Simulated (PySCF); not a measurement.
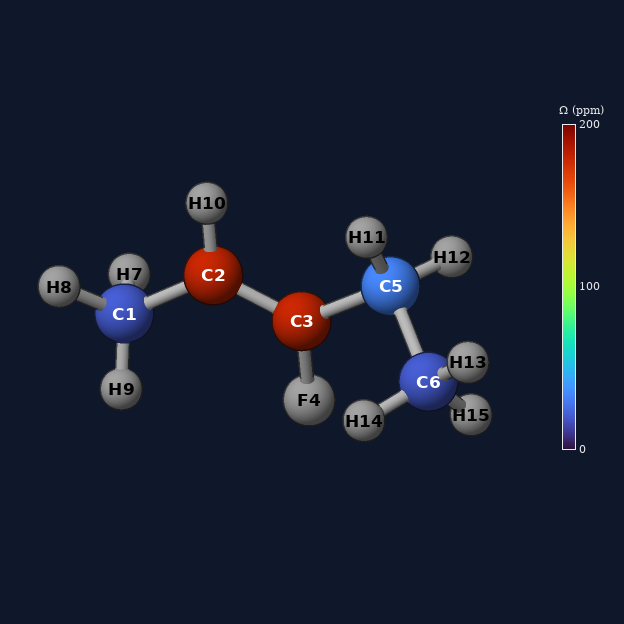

The C atoms are coloured by the span of their shielding tensor. Geometry: a frame of a GFN2-xTB molecular-dynamics simulation, not a minimum. Method: GIAO PBE0/pcSseg-1 NMR shielding, non-relativistic, gas phase (PySCF 2.14.0). Principal shieldings σ11 ≤ σ22 ≤ σ33, span Ω = σ33 − σ11, skew κ = 3(σiso − σ22)/Ω.

Give the shielding tensors of the C atoms.

| atom | σ11 | σ22 | σ33 | σiso | Ω | κ |
| --- | --- | --- | --- | --- | --- | --- |
| C1 | 156.2 | 169.1 | 177.2 | 167.5 | 21.1 | −0.23 |
| C2 | −43.5 | 92.9 | 135.5 | 61.6 | 178.9 | −0.52 |
| C3 | −113.4 | 51.4 | 66.0 | 1.3 | 179.4 | −0.84 |
| C5 | 132.4 | 139.2 | 165.7 | 145.8 | 33.3 | 0.59 |
| C6 | 160.9 | 174.0 | 181.4 | 172.1 | 20.5 | −0.28 |

Shieldings and span in ppm.
